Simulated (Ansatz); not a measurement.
The structure below was relaxed with PBEsol (Ansatz, a first-principles code, PAW, no spin-orbit coupling).

```
CELL_PARAMETERS angstrom
      4.27349     0.00000     0.00000
     -2.13674     3.70095     0.00000
      0.00000     0.00000    20.95161
ATOMIC_POSITIONS crystal
  Cd 0.33333 0.66667 0.01135
  Cd 0.33333 0.66667 0.66767
  Cd 0.33333 0.66667 0.32110
  Cd 0.66667 0.33333 0.85723
  Cd 0.66667 0.33333 0.47633
  Cd 0.66667 0.33333 0.16625
  Te 0.33333 0.66667 0.80028
  S  0.33333 0.66667 0.44211
  S  0.33333 0.66667 0.13221
  S  0.66667 0.33333 0.97712
  Te 0.66667 0.33333 0.61078
  S  0.66667 0.33333 0.28718
```

Problem. Find the space group and the Wyckoff positions.

Solution. Space group P3m1 (No. 156); a = b = 4.273 Å, c = 20.952 Å, α = β = 90.00°, γ = 120.00°

```
atom  site  symmetry       x       y       z
----  ----  --------  ------  ------  ------
Cd      1b       3m.  0.3333  0.6667  0.0113
Cd      1b       3m.  0.3333  0.6667  0.6677
Cd      1b       3m.  0.3333  0.6667  0.3211
Cd      1c       3m.  0.6667  0.3333  0.8572
Cd      1c       3m.  0.6667  0.3333  0.4763
Cd      1c       3m.  0.6667  0.3333  0.1663
Te      1b       3m.  0.3333  0.6667  0.8003
S       1b       3m.  0.3333  0.6667  0.4421
S       1b       3m.  0.3333  0.6667  0.1322
S       1c       3m.  0.6667  0.3333  0.9771
Te      1c       3m.  0.6667  0.3333  0.6108
S       1c       3m.  0.6667  0.3333  0.2872
```

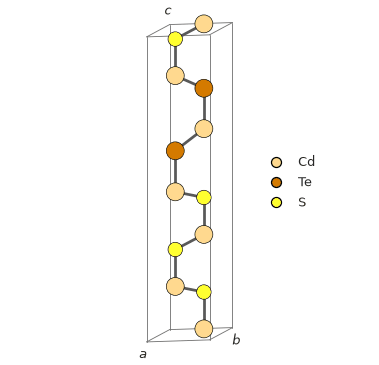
Figure. The conventional cell

Each cell is one ordered arrangement of few atoms, which overstates ordering effects compared with a random alloy. Stability against distortions was not tested. All final runs are without spin polarisation. The cell was made from CdS by this change: x(Te) = 0.333, 12 atoms, P3m1.
